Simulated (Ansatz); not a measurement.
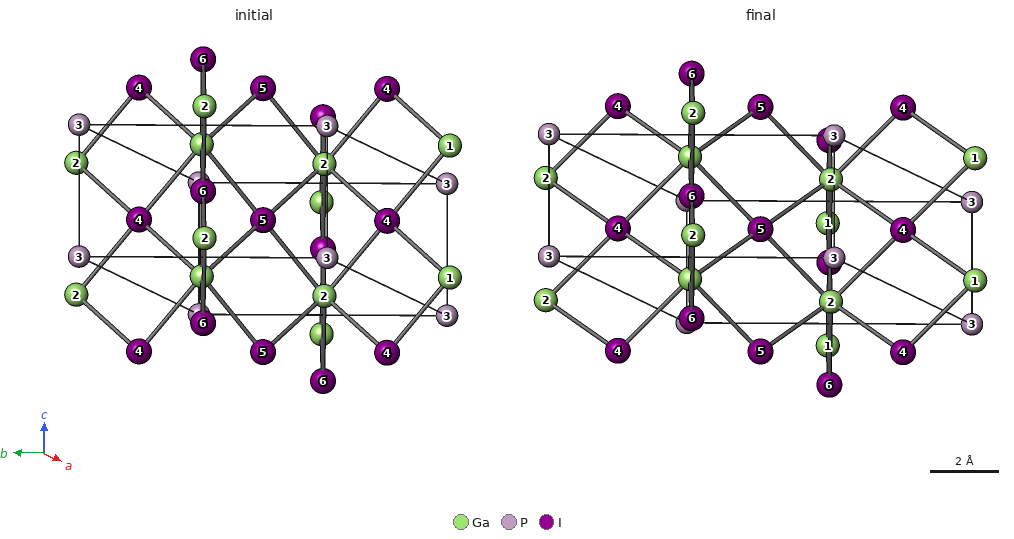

The structure of a crystal of Ga₂PI₃ (a generated structure, set up in P6/mmm) before (left) and after (right) a relaxation, at one scale.

The picture is a ball-and-stick view of the cell of the calculation, seen from a free direction.

All numbers below come from Ansatz, DFT PBE, scalar-relativistic, plane waves, PAW. Settings: plane-wave cutoff 420 eV; k-point mesh 6 × 6 × 10; occupations gaussian; smearing width 0.1 eV; no spin polarisation; cell and atoms relaxed; force threshold 0.01 eV/Å; at most 80 steps.

**Summarise the run.**

After 6 accepted moves (8 points after the start) the energy has fallen by 0.643 eV per cell of the calculation. All forces vanish by symmetry, so only the cell relaxes. The pressure goes from 3.22 to −0.02 GPa. The SCF was repeated twice at an unchanged geometry on a basis and grid sized afresh for the cell, which shifted the energy by 30.3 meV per cell of the calculation at most. The atoms keep their places relative to the cell (all moves are under 0.005 Å). Cell: a = b 7.308 → 8.400 Å (+14.9 %), c 4.030 → 3.736 Å (−7.3 %). Volume +22.5 %. Near-neighbour distances that change, for instance: Ga1–I4 2.917 → 3.061 Å. Bond angles that change, for instance: Ga1–I5–Ga2 92.6° → 104.8°, I4–Ga2–I4 87.4° → 75.2°, Ga1–I5–Ga1 87.4° → 75.2°. The space group stays P6/mmm (No. 191). Cost: 3.5 min on 1 thread of Arm Neoverse V2, on a shared host, peak memory 0.69 GiB.
